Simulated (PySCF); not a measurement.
**EPR calculation of C₃H₁₃Si₃**

System: C₃H₁₃Si₃, multiplicity 2, SMILES [SiH3][CH]C[SiH2]C[SiH3].
Method: UKS B3LYP, pcH-1 on C H Si, non-relativistic, mean-field spin-orbit, GIAO (PySCF 2.14.0).

It belongs to a series of runs on one base structure; here: H added to sp2 C.

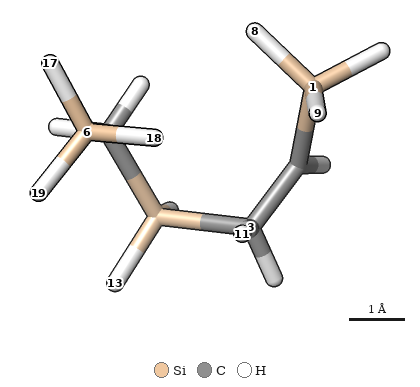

**Figure 1.** The input geometry (stick view, seen at a tilt; atoms are numbered from 1 in the order of the input).

## Input
```
{"job": {"kind": "epr", "basis": "pcH-1"}, "charge": 0, "multiplicity": 2}
Si    -2.342849     0.581517     0.706470
C     -1.729673     0.060567    -0.953396
C     -0.475489     0.502667    -1.556664
Si     0.902837    -0.835754    -1.324396
C      1.258418    -1.116946     0.515259
Si     1.881649     0.389510     1.494902
H     -3.791696     0.360910     0.753710
H     -1.744875    -0.156482     1.837216
H     -2.035537     2.002522     0.919730
H     -2.280207    -0.677704    -1.521047
H     -0.122728     1.433747    -1.115313
H     -0.574307     0.642635    -2.635271
H      2.102009    -0.359583    -2.027827
H      0.433838    -2.075340    -1.960888
H      0.351835    -1.486932     0.993933
H      1.994838    -1.916116     0.602554
H      2.091277    -0.000392     2.893307
H      0.910912     1.481972     1.437168
H      3.159943     0.837675     0.933091
```

The first line tells a small driver script what to run in PySCF; the rest is the geometry in Å.

Launched with:
```bash
OMP_NUM_THREADS=1 python <driver script> task.json out
```

## The program's output
```
UKS, coarse grid
  cycle   1  E = -990.56070316  |g| = 3.79e-01
  cycle   2  E = -990.51933685  |g| = 4.51e-01
  cycle   3  E = -990.62339656  |g| = 5.57e-02
  cycle   4  E = -990.62509191  |g| = 1.47e-02
  cycle   5  E = -990.62519515  |g| = 5.56e-03
  cycle   6  E = -990.62521413  |g| = 1.92e-03
  cycle   7  E = -990.62521573  |g| = 7.88e-04
UKS, final grid
  cycle   1  E = -990.62519409  |g| = 8.52e-04
  cycle   2  E = -990.62519387  |g| = 1.08e-03
  cycle   3  E = -990.62519449  |g| = 9.52e-05
  cycle   4  E = -990.62519449  |g| = 3.41e-05
  cycle   5  E = -990.62519449  |g| = 1.47e-05
E = -990.62519449 Eh   <S^2> = 0.7537 (exact 0.7500)
g shifts (ppm)      1          2          3
  rmc          -134       -134       -134
  gc              2         23         23
  oz_so        -168        434        777
  total        -300        323        666
hyperfine (MHz)  atom isotope    a_iso     a_fc   dipolar eigenvalues
    0  29Si      46.63      46.70     -1.93     -0.59      2.52
    1   13C      75.48      75.59    -70.17    -69.12    139.29
    2   13C     -25.08     -25.09     -5.29     -0.91      6.20
    3  29Si    -130.47    -130.61    -21.84     10.20     11.64
    4   13C      -1.68      -1.68     -0.68      0.07      0.61
    5  29Si      -0.34      -0.34     -0.34      0.10      0.24
    6    1H      14.09      14.09     -3.32     -2.53      5.85
    7    1H      85.06      85.06     -3.14     -1.47      4.60
    8    1H      26.18      26.18     -3.02     -2.43      5.45
    9    1H     -52.93     -52.94    -33.38     -0.29     33.68
   10    1H      22.37      22.37     -3.77     -3.67      7.44
   11    1H      76.02      76.01     -4.76     -3.50      8.25
   12    1H      26.59      26.59     -2.15     -1.05      3.21
   13    1H      -3.07      -3.07     -2.85     -1.59      4.44
   14    1H      -0.24      -0.24     -2.63     -1.84      4.47
   15    1H       0.83       0.83     -1.17     -0.59      1.76
   16    1H       0.15       0.15     -0.54     -0.44      0.98
   17    1H       0.02       0.02     -1.24     -1.03      2.27
   18    1H       0.35       0.35     -0.61     -0.48      1.09
```

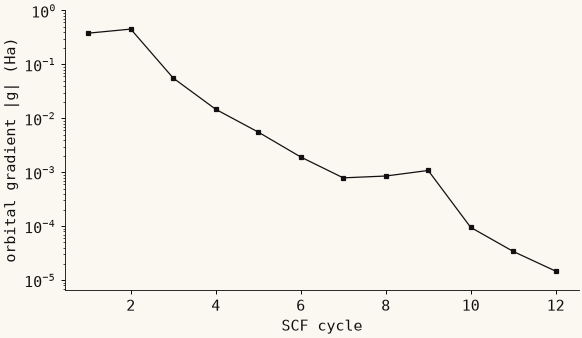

**Figure 2.** Convergence of the self-consistent field: orbital gradient |g| against the SCF cycle. All cycles printed in the log are drawn one after another.

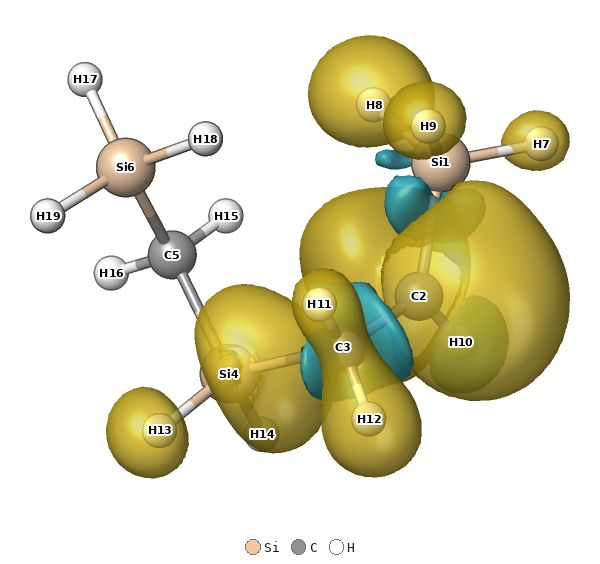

**Figure 3.** Isosurfaces of the spin density at +0.004 (yellow) and −0.004 e/Å³ (cyan), seen face on. The unpaired spin (1 electron) lies mostly on C2 (about 0.6), Si1 (about 0.1), C3 (about 0.1) and Si4 (about 0.1), in electrons by Hirshfeld's partition.

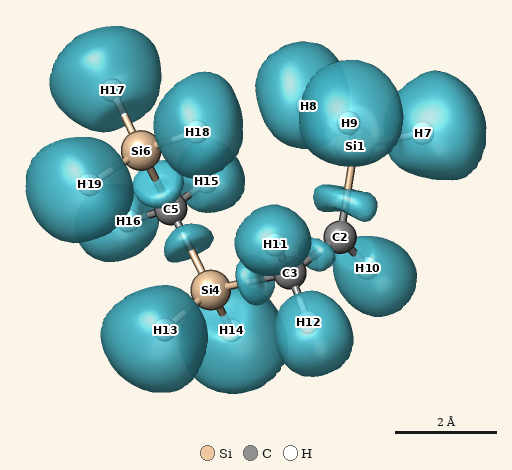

**Figure 4.** Isosurface of the ELF at 0.85 (cyan), seen at a tilt. Only the valence region is drawn (cores and ρ < 0.01 e/Å³ removed). The ELF exceeds this value in one region between bonded C–C atoms (shared pairs), four regions between bonded C–Si atoms (shared pairs) and 13 regions around hydrogen nuclei. Values along the shortest contacts: C–Si (1.84 Å): the ELF peaks at about 0.95 between the atoms (localised, shared-pair bonding).

## Results in brief

| quantity | value |
| --- | --- |
| outcome | converged |
| total energy | −990.625194 hartree |
| ⟨S²⟩ | 0.754 |
| isotropic g | 2.0025 |
| hardware | 1 CPU thread, shared host |
| wall time | 2.3 min |
| peak memory | 1.1 GiB |
